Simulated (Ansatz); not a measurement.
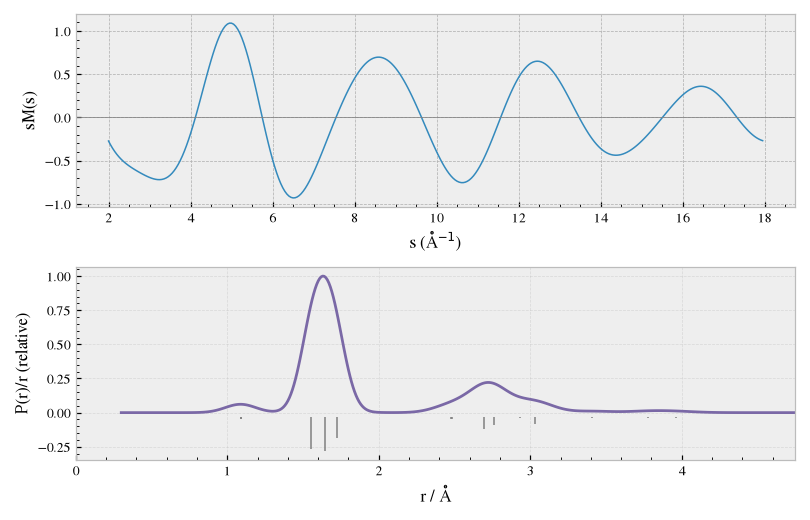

Simulated gas electron diffraction: reduced molecular intensity sM(s) from the Debye equation in the first Born approximation (top) and the radial distribution curve (bottom) of CH₂FOSi (charge -1, ignored in the scattering factors). Each pair of atoms contributes with weight ZᵢZⱼ/r (bars below the curve); damping constant 0.002 Å²; vibrational amplitudes assumed, not computed: 0.05 Å for bonds, 0.078 Å for bonds to H, 0.06 + 0.015 r up to 0.15 Å for other pairs. The geometry is the end point of an optimisation (RKS B3LYP-D4/6-31G* in Ansatz 0.2.0); it may be a saddle point or a higher isomer.

Question: Read the positions of the first 3 clear peaks and name the main pairs (– for bonds).

Answer: Peak 1, 1.09 Å: C–H 1.09 Å (×2)
Peak 2, 1.63 Å: Si–O 1.55 Å, Si–F 1.65 Å, Si–C 1.72 Å, not resolved
Peak 3, 2.72 Å: Si···H 2.48 Å (×2), F···O 2.70 Å, F···C 2.76 Å, not resolved; in its flanks O···C 3.03 Å
